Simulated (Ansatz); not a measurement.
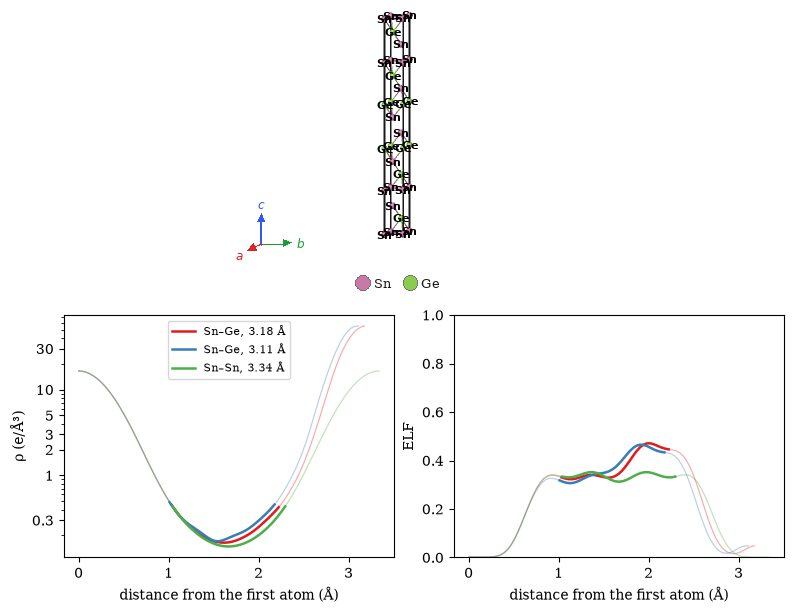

Figure. Sn3Ge2. Valence charge density (pseudo) and electron localisation function along straight lines between neighbouring atoms. Thin, pale parts lie inside the atomic spheres. The structure is drawn too.

Space group R-3m; a structure generated by program, which may or may not match a known phase.

Computed with Ansatz 0.2.0, DFT PBE, scalar-relativistic, plane waves, PAW.

The density is the valence pseudo-density of a PAW calculation; it isn't the true density close to the nuclei.

**Compare the contacts.**

Sn–Ge (3.18 Å): the density is about 0.16 e/Å³ at the midpoint; the ELF is about 0.35 at the midpoint.
Sn–Ge (3.11 Å): ρ is about 0.17 e/Å³ halfway; the ELF is about 0.35 at the midpoint.
Sn–Sn (3.34 Å): the density is about 0.15 e/Å³ at the midpoint; the ELF is about 0.30 at the midpoint.
